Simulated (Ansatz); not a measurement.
CH3NOSe: several calculations on one system

## 1. Relaxation

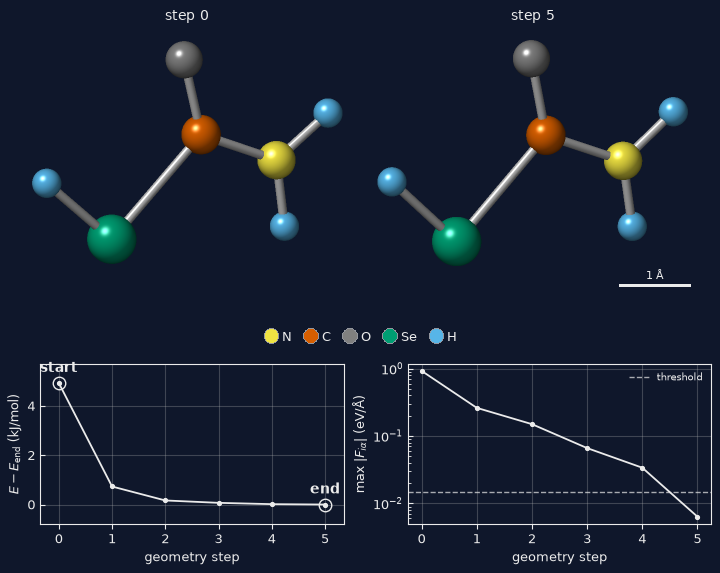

First and last geometry of a relaxation of CH₃NOSe, with the history of the run. Style: ball-and-stick. Shown at a tilt.

The run prepares an end point of a later path (torsion) calculation, from a guessed geometry.

All numbers below come from RKS B3LYP-D4/def2-SVP (Ansatz).

Input file:
```yaml
crystal:
  periodic: [false, false, false]
  atoms:
    - { symbol: "N", position_ang: [-0.72818, 0.66924, 0.62557] }
    - { symbol: C, position_ang: [0.25028, -0.1562, 0.24443] }
    - { symbol: O, position_ang: [1.07534, -0.68135, 0.92712] }
    - { symbol: Se, position_ang: [0.22214, -0.47599, -1.70118] }
    - { symbol: H, position_ang: [-1.36163, 1.07762, -0.04222] }
    - { symbol: H, position_ang: [-0.80929, 0.92612, 1.59697] }
    - { symbol: H, position_ang: [1.35135, -1.35945, -1.65069] }
basis:
  gaussian: { orbitals: def2-SVP }
hamiltonian:
  xc: b3lyp
  dispersion: d4
relax:
  f_tol: 0.015
  max_steps: 40
output:
  orbitals: {}
```

Command:
```bash
ansatz run input.yaml --threads 1 --pin off --max-ram 2048MiB --backend cpu --events-out ev --progress --plain --runs-dir out
```

Question: Read the history and describe the run.

Answer: It converged. Over 5 geometry steps the energy falls by 4.93 kJ/mol. The largest force component goes from 0.93 to 0.0064 eV/Å. The largest move after the best rigid fit is that of Se4, 0.036 Å. Largest moves by element: Se 0.036 Å, H 0.033 Å, O 0.025 Å, C 0.020 Å, N 0.015 Å. Among the contacts that change: Se4–H7 1.435 → 1.471 Å, N1–C2 1.336 → 1.357 Å, C2–Se4 1.972 → 1.988 Å, C2–O3 1.193 → 1.202 Å. Among the angles between lasting bonds that change: O3–C2–Se4 120.2° → 122.9°, N1–C2–O3 128.0° → 125.5°, C2–Se4–H7 93.1° → 90.9°.

## 2. Relaxation

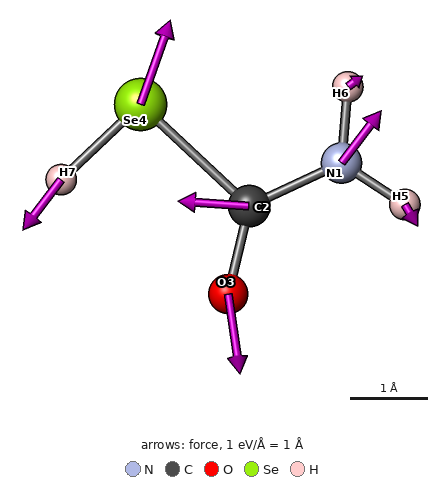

Starting geometry of CH₃NOSe with the computed forces as purple arrows. Style: ball-and-stick. Shown face on.

The run prepares an end point of a later path (torsion) calculation, from a guessed geometry.

Method: RKS B3LYP-D4/def2-SVP in Ansatz. Settings: no spin polarisation; force threshold 0.015 eV/Å; at most 40 steps.

Question: What follows when this structure is relaxed?

Answer: It isn't relaxed: the largest force vector, on Se4, is 1.19 eV/Å. The final displacements follow the starting forces only in part (cosine between the two patterns 0.50). The energy falls by 5.74 kJ/mol in 5 geometry steps. The largest force component goes from 1.1 to 0.013 eV/Å. The atom that moves furthest after the best rigid fit is H6 (0.061 Å). Largest moves by element: H 0.061 Å, Se 0.038 Å, O 0.030 Å, C 0.023 Å, N 0.023 Å. Some distances before and after: Se4–H7 1.435 → 1.471 Å, N1–C2 1.336 → 1.357 Å, C2–Se4 1.972 → 1.988 Å, C2–O3 1.193 → 1.202 Å. Among the angles between lasting bonds that change: C2–N1–H5 121.5° → 118.0°, C2–N1–H6 119.4° → 122.7°, O3–C2–Se4 120.2° → 122.8°.

## 3. Path

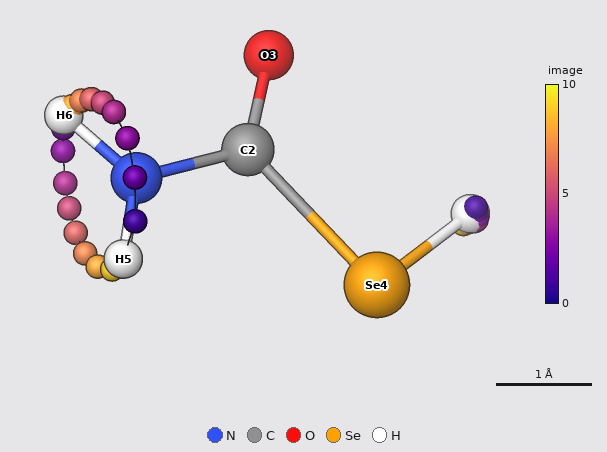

A nudged-elastic-band calculation for CH3NOSe. Images are numbered from 0 (start) to 10 (end). The start is drawn whole; smaller spheres mark the moving atoms (H) in the later images, joined by lines and coloured by the number of the image. A ball-and-stick model, seen from a free direction.

The calculation used RKS B3LYP-D4/def2-SVP in Ansatz 0.2.0. Settings: 9 movable images; climbing image; force threshold 0.03 eV/Å; iteration limit 29; starting path through a guess of the saddle point.

### Describe the path and its energy.

The motion is a rotation about the C–N bond by about 180°. No bond forms or breaks between the ends. Among the angles between lasting bonds that change up to the highest image: C–N–H 122.7° → 107.5°, H–N–H 119.3° → 105.0°. The barrier is about 13.7 kcal/mol in both directions, with image 4 at the top; the ends have the same energy. The band converged in 16 iterations. The largest component of the band force went from 36 to 0.03 eV/Å. The climbing image converged on the top of the path. Its vibrational analysis gives one imaginary mode (419i cm⁻¹), as a transition state must have.
